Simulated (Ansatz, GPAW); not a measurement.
# Ballistic transport through a carbon nanotube (4, 4); a Co atom over a ring, cheap and dear

Wanted: the zero-bias transmission of a carbon nanotube (4, 4); a Co atom over a ring on a ladder of levels, with run times.

Program: GPAW 26.7.0 and Ansatz 0.2.0. Level of theory: GPAW LCAO, PAW setups; Landauer transmission from Green's functions with principal layers (ASE), zero bias. Results are calculated unless marked as measured.

## (1) Starting point

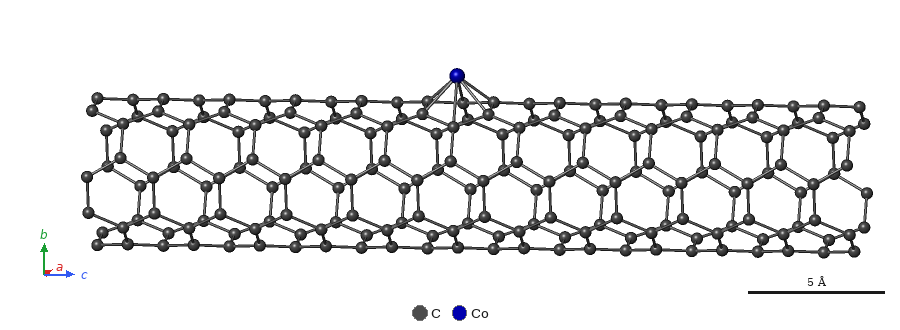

Start, viewed from the side, with the c axis across the page; carbon dark grey, cobalt blue.

The cell holds 193 atoms: 192 C and 1 Co. Cell: a = 13.424 Å, b = 13.424 Å, c = 29.514 Å, α = 90.0°, β = 90.0°, γ = 90.0°. Regions: left lead, 80 atoms (80 C); channel, 33 atoms (32 C and 1 Co); right lead, 80 atoms (80 C). Vacuum lies along a and b. The structure is stacked along c, and the current runs across the ab planes.

## (2) Plane-wave reference (PBE)

A plane-wave run comes first: its basis does not favour the atoms, so it serves as the reference for the orbital bases.

The input, input.yaml:

```yaml
crystal:
  lattice:
    - [13.4240004606, 0.0, 0.0]
    - [0.0, 13.4240004606, 0.0]
    - [0.0, 0.0, 29.514145761]
  atoms:
    - { symbol: C, position: [0.297973768, 0.5, 0.0208333333] }
    - { symbol: C, position: [0.325040151, 0.398986884, 0.0208333333] }
    - { symbol: C, position: [0.398986884, 0.674959849, 0.0208333333] }
    - { symbol: C, position: [0.5, 0.702026232, 0.0208333333] }
    - { symbol: C, position: [0.5, 0.297973768, 0.0208333333] }
    - { symbol: C, position: [0.601013116, 0.325040151, 0.0208333333] }
    - { symbol: C, position: [0.674959849, 0.601013116, 0.0208333333] }
    - { symbol: C, position: [0.702026232, 0.5, 0.0208333333] }
    - { symbol: C, position: [0.304857645, 0.552288236, 0.0625] }
    - { symbol: C, position: [0.357145881, 0.642854119, 0.0625] }
    - { symbol: C, position: [0.357145881, 0.357145881, 0.0625] }
    - { symbol: C, position: [0.447711764, 0.304857645, 0.0625] }
    - { symbol: C, position: [0.552288236, 0.695142355, 0.0625] }
    - { symbol: C, position: [0.642854119, 0.642854119, 0.0625] }
    - { symbol: C, position: [0.642854119, 0.357145881, 0.0625] }
    - { symbol: C, position: [0.695142355, 0.447711764, 0.0625] }
    - { symbol: C, position: [0.297973768, 0.5, 0.1041666667] }
    - { symbol: C, position: [0.325040151, 0.398986884, 0.1041666667] }
    - { symbol: C, position: [0.398986884, 0.674959849, 0.1041666667] }
    - { symbol: C, position: [0.5, 0.702026232, 0.1041666667] }
    - { symbol: C, position: [0.5, 0.297973768, 0.1041666667] }
    - { symbol: C, position: [0.601013116, 0.325040151, 0.1041666667] }
    - { symbol: C, position: [0.674959849, 0.601013116, 0.1041666667] }
    - { symbol: C, position: [0.702026232, 0.5, 0.1041666667] }
    - { symbol: C, position: [0.304857645, 0.552288236, 0.1458333333] }
    - { symbol: C, position: [0.357145881, 0.642854119, 0.1458333333] }
    - { symbol: C, position: [0.357145881, 0.357145881, 0.1458333333] }
    - { symbol: C, position: [0.447711764, 0.304857645, 0.1458333333] }
    - { symbol: C, position: [0.552288236, 0.695142355, 0.1458333333] }
    - { symbol: C, position: [0.642854119, 0.642854119, 0.1458333333] }
[... 157 atom lines left out ...]
    - { symbol: C, position: [0.357145881, 0.357145881, 0.9791666667] }
    - { symbol: C, position: [0.447711764, 0.304857645, 0.9791666667] }
    - { symbol: C, position: [0.552288236, 0.695142355, 0.9791666667] }
    - { symbol: C, position: [0.642854119, 0.642854119, 0.9791666667] }
    - { symbol: C, position: [0.642854119, 0.357145881, 0.9791666667] }
    - { symbol: C, position: [0.695142355, 0.447711764, 0.9791666667] }
magnetization:
  spin_polarized: true
kpoints:
  mp_grid: { grid: [1, 1, 3] }
hamiltonian:
  xc: pbe
  pseudopotentials: { kind: paw, azcp: { folder: soft_1 } }
scf:
  occupations: { method: fermi_dirac, width: 0.1 }
output:
  transmission:
    leads: [[0, 16]]
    e_range: [-2, 2]
    de: 0.05
    kmesh: [1, 1]
    reduced_basis: true
  write_potential: true
  write_density: true
  volumetric_format: npy
  elf: true
```

Started as:

```bash
$ ansatz run input.yaml --threads 4 --pin off --max-ram 12288MiB --backend cpu --events-out ev --progress --plain --runs-dir out
```

Numbers of over 12 decimals in the logs are rounded to 6 here.

The program printed:

```text
Engine: ansatz 0.2.0, aarch64-unknown-linux-gnu
Pseudopotentials: kind: paw
Pseudopotential: C, paw, valence charge 4, recommended cutoff 420 eV (normal), soft_1/C.paw.azcp
Pseudopotential: Co, paw, valence charge 17, recommended cutoff 420 eV (normal), soft_1/Co.paw.azcp
Functional definition: PBE
  parameter kappa = 0.804
  parameter beta = 0.066725
  exchange = pbe_x(kappa = kappa, mu = beta*pi^2/3)
  correlation = pbe_c(beta = beta)
Error: memory limit exceeded: the `transmission` phase of `transmission` needs 14.45 GiB against the run's memory maximum of 12.00 GiB; largest carriers: transmission 10.22 GiB, source scf state 3.67 GiB, unmodelled-tail allowance 0.36 GiB, source scf tables 0.20 GiB; the layers of output.transmission grow with the square of the cell's cross-section: a lower cutoff or a narrower output.transmission.e_range takes less, and so, most of all in a narrow cell, does a wider de; where no e_range is typed, a fill by count is planned with a gap of 40 thermal energies
with nothing else changed it takes a maximum of at least 14.45 GiB, with nothing to spare, and 15.90 GiB leaves up to a tenth: --max-ram 15.90GiB where that set the maximum, else more of the term that did, and with no share typed, where 15.90 GiB is over 0.88 of the host's memory or its container's limit, a share of 0.88 or more that holds the maximum too (--max-ram-frac F), where one does; The budget is ten eleventh [...]
`transmission` follows the SCF: where the deck gives it k-points, a mesh or a band count of its own, those are what to reduce (not on a resume, whose deck is fixed)
```

Elapsed: 5.2 s, on 4 threads of Arm Neoverse V1, shared host; peak memory 0.38 GiB.

The input was rejected at the start.

The program's message: “Error: memory limit exceeded: the `transmission` phase of `transmission` needs 14.45 GiB against the run's memory maximum of 12.00 GiB; largest carriers: transmission 10.22 GiB, source scf state 3.67 …”

## (3) Single-zeta polarised basis

One radial function a shell plus polarisation makes the matrices smaller; the question is what that costs.

This step: GPAW LCAO, PAW setups; Landauer transmission from Green's functions with principal layers (ASE), zero bias (GPAW 26.7.0).

The input, run.py:

```python
import json
import numpy as np
from ase import Atoms
from ase.transport.calculators import TransportCalculator
from gpaw import GPAW, FermiDirac
from gpaw.lcao.tools import get_lcao_hamiltonian
from scipy.linalg import eigh

# The junction with lead layers at both ends, along the third cell vector
device = Atoms(
    ['C', 'C', 'C', 'C', 'C', 'C', 'C', 'C', 'C', 'C', 'C', 'C', 'C', 'C', 'C', 'C', 'C', 'C', 'C', 'C', 'C', 'C', 'C', 'C', 'C', 'C', 'C', 'C', 'C', 'C', 'C', 'C', 'C', 'C', 'C', 'C', 'C', 'C', 'C', 'C', 'C', 'C', 'C', 'C', 'C', 'C', 'C', 'C', 'C', 'C', 'C', 'C', 'C', 'C', 'C', 'C', 'C', 'C', 'C', 'C', 'C', 'C', 'C', 'C', 'C', 'C', 'C', 'C', 'C', 'C', 'C', 'C', 'C', 'C', 'C', 'C', 'C', 'C', 'C', 'C', 'C', 'C', 'C', 'C', 'C', 'C', 'C', 'C', 'C', 'C', 'C', 'Co', 'C', 'C', 'C', 'C', 'C', 'C', 'C', 'C', 'C', 'C', 'C', 'C', 'C', 'C', 'C', 'C', 'C', 'C', 'C', 'C', 'C', 'C', 'C', 'C', 'C', 'C', 'C', 'C', 'C', 'C', 'C', 'C', 'C', 'C', 'C', 'C', 'C', 'C', 'C', 'C', 'C', 'C', 'C', 'C', 'C', 'C', 'C', 'C', 'C', 'C', 'C', 'C', 'C', 'C', 'C', 'C', 'C', 'C', 'C', 'C', 'C', 'C', 'C', 'C', 'C', 'C', 'C', 'C', 'C', 'C', 'C', 'C', 'C', 'C', 'C', 'C', 'C', 'C', 'C', 'C', 'C', 'C', 'C', 'C', 'C', 'C', 'C', 'C', 'C', 'C', 'C', 'C', 'C', 'C', 'C', 'C', 'C', 'C', 'C', 'C', 'C'],
    positions=[
        [4.00000, 6.71200, 0.61488],
        [4.36334, 5.35600, 0.61488],
        [5.35600, 9.06066, 0.61488],
        [6.71200, 9.42400, 0.61488],
        [6.71200, 4.00000, 0.61488],
        [8.06800, 4.36334, 0.61488],
        [9.06066, 8.06800, 0.61488],
        [9.42400, 6.71200, 0.61488],
        [4.09241, 7.41392, 1.84463],
        [4.79433, 8.62967, 1.84463],
        [4.79433, 4.79433, 1.84463],
        [6.01008, 4.09241, 1.84463],
        [7.41392, 9.33159, 1.84463],
        [8.62967, 8.62967, 1.84463],
        [8.62967, 4.79433, 1.84463],
        [9.33159, 6.01008, 1.84463],
        [4.00000, 6.71200, 3.07439],
        [4.36334, 5.35600, 3.07439],
        [5.35600, 9.06066, 3.07439],
        [6.71200, 9.42400, 3.07439],
        [6.71200, 4.00000, 3.07439],
        [8.06800, 4.36334, 3.07439],
        [9.06066, 8.06800, 3.07439],
        [9.42400, 6.71200, 3.07439],
        [4.09241, 7.41392, 4.30415],
        [4.79433, 8.62967, 4.30415],
        [4.79433, 4.79433, 4.30415],
        [6.01008, 4.09241, 4.30415],
        [7.41392, 9.33159, 4.30415],
        [8.62967, 8.62967, 4.30415],
[... 157 atom lines left out ...]
        [4.79433, 4.79433, 28.89927],
        [6.01008, 4.09241, 28.89927],
        [7.41392, 9.33159, 28.89927],
        [8.62967, 8.62967, 28.89927],
        [8.62967, 4.79433, 28.89927],
        [9.33159, 6.01008, 28.89927]],
    cell=[[13.424, 0.0, 0.0], [0.0, 13.424, 0.0], [0.0, 0.0, 29.51415]],
    pbc=True,
    magmoms=[0.0, 0.0, 0.0, 0.0, 0.0, 0.0, 0.0, 0.0, 0.0, 0.0, 0.0, 0.0, 0.0, 0.0, 0.0, 0.0, 0.0, 0.0, 0.0, 0.0, 0.0, 0.0, 0.0, 0.0, 0.0, 0.0, 0.0, 0.0, 0.0, 0.0, 0.0, 0.0, 0.0, 0.0, 0.0, 0.0, 0.0, 0.0, 0.0, 0.0, 0.0, 0.0, 0.0, 0.0, 0.0, 0.0, 0.0, 0.0, 0.0, 0.0, 0.0, 0.0, 0.0, 0.0, 0.0, 0.0, 0.0, 0.0, 0.0, 0.0, 0.0, 0.0, 0.0, 0.0, 0.0, 0.0, 0.0, 0.0, 0.0, 0.0, 0.0, 0.0, 0.0, 0.0, 0.0, 0.0, 0.0, 0.0, 0.0, 0.0, 0.5, 0.0, 0.5, 0.0, 0.0, 0.0, 0.0, 0.0, 0.0, 0.0, 0.0, 2.0, 0.0, 0.0, 0.0, 0.0, 0.0, 0.0, 0.0, 0.5, 0.0, 0.5, 0.0, 0.0, 0.0, 0.0, 0.0, 0.0, 0.0, 0.0, 0.5, 0.0, 0.0, 0.0, 0.0, 0.0, 0.0, 0.0, 0.0, 0.0, 0.0, 0.0, 0.0, 0.0, 0.0, 0.0, 0.0, 0.0, 0.0, 0.0, 0.0, 0.0, 0.0, 0.0, 0.0, 0.0, 0.0, 0.0, 0.0, 0.0, 0.0, 0.0, 0.0, 0.0, 0.0, 0.0, 0.0, 0.0, 0.0, 0.0, 0.0, 0.0, 0.0, 0.0, 0.0, 0.0, 0.0, 0.0, 0.0, 0.0, 0.0, 0.0, 0.0, 0.0, 0.0, 0.0, 0.0, 0.0, 0.0, 0.0, 0.0, 0.0, 0.0, 0.0, 0.0, 0.0, 0.0, 0.0, 0.0, 0.0, 0.0, 0.0, 0.0, 0.0, 0.0, 0.0, 0.0, 0.0, 0.0, 0.0, 0.0, 0.0, 0.0])

# One principal layer of the lead: the first 48 atoms of the device
lead = Atoms(
    ['C', 'C', 'C', 'C', 'C', 'C', 'C', 'C', 'C', 'C', 'C', 'C', 'C', 'C', 'C', 'C', 'C', 'C', 'C', 'C', 'C', 'C', 'C', 'C', 'C', 'C', 'C', 'C', 'C', 'C', 'C', 'C', 'C', 'C', 'C', 'C', 'C', 'C', 'C', 'C', 'C', 'C', 'C', 'C', 'C', 'C', 'C', 'C'],
    positions=[
        [4.00000, 6.71200, 0.61488],
        [4.36334, 5.35600, 0.61488],
        [5.35600, 9.06066, 0.61488],
        [6.71200, 9.42400, 0.61488],
        [6.71200, 4.00000, 0.61488],
        [8.06800, 4.36334, 0.61488],
        [9.06066, 8.06800, 0.61488],
        [9.42400, 6.71200, 0.61488],
        [4.09241, 7.41392, 1.84463],
        [4.79433, 8.62967, 1.84463],
        [4.79433, 4.79433, 1.84463],
        [6.01008, 4.09241, 1.84463],
        [7.41392, 9.33159, 1.84463],
        [8.62967, 8.62967, 1.84463],
        [8.62967, 4.79433, 1.84463],
        [9.33159, 6.01008, 1.84463],
        [4.00000, 6.71200, 3.07439],
        [4.36334, 5.35600, 3.07439],
        [5.35600, 9.06066, 3.07439],
        [6.71200, 9.42400, 3.07439],
        [6.71200, 4.00000, 3.07439],
        [8.06800, 4.36334, 3.07439],
        [9.06066, 8.06800, 3.07439],
        [9.42400, 6.71200, 3.07439],
        [4.09241, 7.41392, 4.30415],
        [4.79433, 8.62967, 4.30415],
        [4.79433, 4.79433, 4.30415],
        [6.01008, 4.09241, 4.30415],
        [7.41392, 9.33159, 4.30415],
        [8.62967, 8.62967, 4.30415],
        [8.62967, 4.79433, 4.30415],
        [9.33159, 6.01008, 4.30415],
        [4.00000, 6.71200, 5.53390],
        [4.36334, 5.35600, 5.53390],
        [5.35600, 9.06066, 5.53390],
        [6.71200, 9.42400, 5.53390],
        [6.71200, 4.00000, 5.53390],
        [8.06800, 4.36334, 5.53390],
        [9.06066, 8.06800, 5.53390],
        [9.42400, 6.71200, 5.53390],
        [4.09241, 7.41392, 6.76366],
        [4.79433, 8.62967, 6.76366],
        [4.79433, 4.79433, 6.76366],
        [6.01008, 4.09241, 6.76366],
        [7.41392, 9.33159, 6.76366],
        [8.62967, 8.62967, 6.76366],
        [8.62967, 4.79433, 6.76366],
        [9.33159, 6.01008, 6.76366]],
    cell=[[13.424, 0.0, 0.0], [0.0, 13.424, 0.0], [0.0, 0.0, 7.37854]],
    pbc=True,
    magmoms=[0.0, 0.0, 0.0, 0.0, 0.0, 0.0, 0.0, 0.0, 0.0, 0.0, 0.0, 0.0, 0.0, 0.0, 0.0, 0.0, 0.0, 0.0, 0.0, 0.0, 0.0, 0.0, 0.0, 0.0, 0.0, 0.0, 0.0, 0.0, 0.0, 0.0, 0.0, 0.0, 0.0, 0.0, 0.0, 0.0, 0.0, 0.0, 0.0, 0.0, 0.0, 0.0, 0.0, 0.0, 0.0, 0.0, 0.0, 0.0])

settings = dict(mode='lcao', basis='szp(dzp)', xc='PBE', h=0.18,
                occupations=FermiDirac(0.1), maxiter=250,
                mixer=dict(beta=0.05, nmaxold=8, weight=100.0),
                convergence=dict(density=0.0001))
energies = np.arange(-2, 2 + 1e-9, 0.05)
eta = 0.0001
n1, n2 = 1, 1
# k and -k transmit alike, so half of the mesh across the current serves
mesh = [(i, j) for i in range(n1) for j in range(n2) if (i, j) <= (-i % n1, -j % n2)]
weights = np.array([1 if (i, j) == (-i % n1, -j % n2) else 2 for i, j in mesh]) / (n1 * n2)


def ground_state(atoms, size, txt):
    atoms.calc = GPAW(kpts={'size': size, 'gamma': True}, symmetry={'tolerance': 1e-3}, txt=txt, **settings)
    atoms.get_potential_energy()
    return atoms.calc.get_fermi_level()


def blocks(atoms, fermi, points, nz, cells):
    """H - E_F S and S between cell 0 and the cells above it, at each point across the current."""
    kz = np.arange(nz) / nz
    calc = atoms.calc.fixed_density(kpts=[(*k, z) for k in points for z in kz], symmetry='off', txt=None)
    H, S = get_lcao_hamiltonian(calc)
    H = (H - fermi * S).reshape(len(H), len(points), nz, *S.shape[1:])
    S = S.reshape(H.shape[1:])
    phases = [np.exp(-2j * np.pi * kz * R) / nz for R in cells]
    return [(np.einsum('skzij,z->ksij', H, p), np.einsum('kzij,z->kij', S, p)) for p in phases]


def pair(a, b):
    return np.block([[a, b], [b.T.conj(), a]])


def count_channels(h, s, cells, nk=240):
    """Half the number of times that the lead's bands cross each energy, unfolded to its shortest repeat."""
    b = len(h) // cells
    bands = []
    for k in (np.arange(nk + 1) + 0.5) / nk:
        hk, sk = h[:b, :b].copy(), s[:b, :b].copy()
        for R in range(1, cells):
            phase, block = np.exp(2j * np.pi * k * R), slice(R * b, (R + 1) * b)
            hk += h[:b, block] * phase + (h[:b, block] * phase).T.conj()
            sk += s[:b, block] * phase + (s[:b, block] * phase).T.conj()
        w, u = eigh(sk)
        x = u[:, w > 1e-5] / w[w > 1e-5]**0.5  # drop near-dependent combinations
        bands.append(np.r_[eigh(x.T.conj() @ hk @ x, eigvals_only=True), [1e9] * (w <= 1e-5).sum()])
    below = np.array(bands)[:, :, None] < energies
    return (below[1:] != below[:-1]).sum((0, 1)) / 2


fermi_lead = ground_state(lead, (1, 1, 15), 'lead.txt')
fermi_device = ground_state(device, (1, 1, 3), 'device.txt')
T, channels, eigen, tail, misfit, shifts = [], [], [], 0.0, 0.0, []
for first in range(0, len(mesh), 1):
    points = [(i / n1, j / n2) for i, j in mesh[first:first + 1]]
    (H0k, S0k), (H1k, S1k), (H2k, _) = blocks(lead, fermi_lead, points, 5, range(3))
    [(Hk, Sk)] = blocks(device, fermi_device, points, 2, [0])
    tail = max(tail, abs(H2k).max())
    for H0, S0, H1, S1, H, S in zip(H0k, S0k, H1k, S1k, Hk, Sk):
        n = len(S0)
        # Shift the lead onto the potential of the device's first layer
        shift = ((H[:, 0, 0] - H0[:, 0, 0]) / S0[0, 0]).real.mean()
        shifts.append(shift)
        misfit = max(misfit, abs(H[:, :n, :n] - H0 - shift * S0).max())
        Tk, Ck, Ek = [], [], []
        for s in range(len(H)):
            t = s % len(H0)  # a lead without moments serves both spins
            h1, s1 = pair(H0[t] + shift * S0, H1[t] + shift * S1), pair(S0, S1)
            leads = dict(h1=h1, s1=s1, energies=energies, eta=eta, eta1=eta, eta2=eta)
            calc = TransportCalculator(h=H[s], s=S, eigenchannels=3, **leads)
            Tk.append(calc.get_transmission())
            Ek.append(np.sort(calc.eigenchannels_ne, axis=0)[::-1])
            Ck.append(count_channels(h1, s1, 6))
        T.append(Tk)
        channels.append(Ck)
        eigen.append(Ek)
T, channels = np.array(T), np.array(channels)
mean, open_channels = np.einsum('kse,k->se', T, weights), np.einsum('kse,k->se', channels, weights)

print(f'basis functions: device {len(S)}, principal layer {n}')
print(f'Fermi level: lead {fermi_lead:.4f} eV, device {fermi_device:.4f} eV; lead shifted by {np.mean(shifts):.4f} eV')
print(f'largest coupling past the next layer {tail:.2e} eV, largest misfit of the first layer {misfit:.3f} eV')
print('  E-E_F (eV)   ' + 'T up        T down      channels up  channels down')
for e, t, c in zip(energies, mean.T, open_channels.T):
    print(f'{e:10.3f}  ', *[f'{x:11.4e}' for x in t], *[f'{x:9.4f}' for x in c])

kT = 8.617333e-5 * 500
fine = np.linspace(energies[0], energies[-1], 4001)
both = np.exp(np.interp(fine, energies, np.log(np.maximum(mean.sum(0) * 2 / len(mean), 1e-30))))
fermi = lambda mu: 1 / (1 + np.exp(np.clip((fine - mu) / kT, -200, 200)))
slope = fermi(0) * (1 - fermi(0)) / kT
G = np.trapezoid(both * slope, fine) / 2
seebeck = -np.trapezoid(both * slope * fine, fine) / (2 * G * 500) * 1e6
print(f'conductance at 500 K: {G:.5g} G0 a cell; thermopower {seebeck:.4g} uV/K')
bias = [0.1, 0.2, 0.5, 1.0, 1.5, 2.0]
current = [38.74 * np.trapezoid(both * (fermi(V / 2) - fermi(-V / 2)), fine) for V in bias]
for V, I in zip(bias, current):
    print(f'current from the zero-bias T(E) at {V} V: {I:.5g} uA')
zero = abs(energies).argmin()
json.dump(dict(energies=energies.tolist(), T=mean.tolist(), channels=open_channels.tolist(), G=G, seebeck=seebeck,
               bias=bias, current=current, tail=tail, misfit=misfit, shift=np.mean(shifts), n_device=len(S), n_lead=n,
               fermi=[fermi_lead, fermi_device], energy=device.get_potential_energy(),
               moments=device.get_magnetic_moments().tolist(), mesh=mesh, weights=weights.tolist(),
               T_k=T[:, :, zero].tolist(), eigen=np.array(eigen[0]).tolist()), open('result.json', 'w'))
```

Started as:

```bash
$ OMP_NUM_THREADS=1 OPENBLAS_NUM_THREADS=1 python run.py
```

The program printed:

```text
basis functions: device 1737, principal layer 432
Fermi level: lead -2.5698 eV, device -2.3232 eV; lead shifted by -0.0130 eV
largest coupling past the next layer 4.46e-15 eV, largest misfit of the first layer 0.032 eV
  E-E_F (eV)   T up        T down      [channel counts left out]
    -2.000    2.2332e+00  2.8523e+00
    -1.950    2.6565e+00  2.6524e+00
    -1.900    3.0867e+00  2.4155e+00
    -1.850    2.9062e+00  2.3287e+00
    -1.800    2.2212e+00  2.2963e+00
    -1.750    9.7650e-01  9.9618e-01
    -1.700    5.4962e-01  9.9539e-01
    -1.650    1.8733e+00  1.4930e+00
    -1.600    1.9402e+00  1.6262e+00
    -1.550    1.9638e+00  1.6735e+00
    -1.500    1.9655e+00  1.7009e+00
    -1.450    1.9621e+00  1.7200e+00
    -1.400    1.9589e+00  1.7329e+00
    -1.350    1.9566e+00  1.7387e+00
    -1.300    1.9551e+00  1.7348e+00
    -1.250    1.9539e+00  1.7157e+00
[...]
1.650    6.6173e+00  6.2854e+00
     1.700    6.6246e+00  6.2979e+00
     1.750    6.6302e+00  6.3088e+00
     1.800    6.6344e+00  6.3184e+00
     1.850    6.6253e+00  6.3297e+00
     1.900    6.6361e+00  6.3347e+00
     1.950    6.6319e+00  6.3412e+00
     2.000    6.6167e+00  6.3468e+00
conductance at 500 K: 1.6631 G0 a cell; thermopower 4.212 uV/K
current from the zero-bias T(E) at 0.1 V: 12.945 uA
current from the zero-bias T(E) at 0.2 V: 26.205 uA
current from the zero-bias T(E) at 0.5 V: 68.058 uA
current from the zero-bias T(E) at 1.0 V: 136.59 uA
current from the zero-bias T(E) at 1.5 V: 204.85 uA
current from the zero-bias T(E) at 2.0 V: 275.86 uA
```

Run time: 82 min. Hardware: 1 thread; peak memory 5.1 GiB.

This step gave:

```yaml
conductance: 1.663 G₀
thermopower: 4.212 μV/K
largest_coupling_past_the_next_principal_layer: 4.46e-15 eV
largest_misfit_of_the_first_principal_layer: 0.03157 eV
shift_that_aligns_the_lead: -0.01303 eV
basis_functions_of_the_junction: 1737
basis_functions_of_a_principal_layer: 432
transmission_at_the_fermi_level_spin_up: 1.971
transmission_at_the_fermi_level_spin_down: 1.278
```

(Part 1 of 4 ends here.)

[Logs are printed without paths, hosts, clocks, repeated set-up lines and the standing remarks that a program may print on its own settings, such as how far it seeks lower states.]

[Hosts, paths, dates, database ids (printed as entryN), source tags and the programs' standing remarks are cut or masked in the printed files.]
